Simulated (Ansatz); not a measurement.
Consider HfO$_{2}$ in the fluorite structure (space group Fm-3m, No. 225; a = 5.001 Å).

Perturbation: an isotropic linear strain of +0.50 %, atoms relaxed at fixed cell.

Method: LDA (Ansatz, a program for electronic structure; PAW; 420 eV plane waves; no spin-orbit coupling).

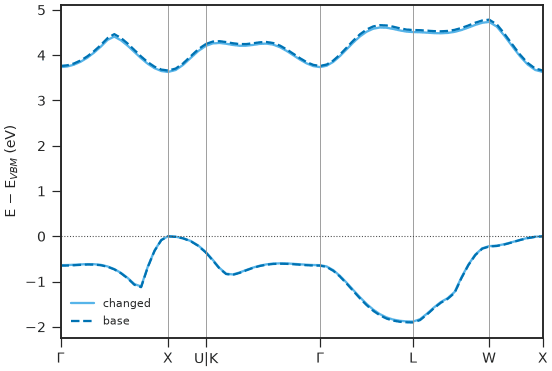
Highest valence and lowest conduction band along the path, each from its own valence-band maximum

The gap is 3.63 eV, direct at X; the base has 3.66 eV.

With Hf present, leaving out spin-orbit coupling can change the band edges. Whether these cells are dynamically stable was not tested. This is not the structure that HfO2 has at room temperature and ambient pressure.
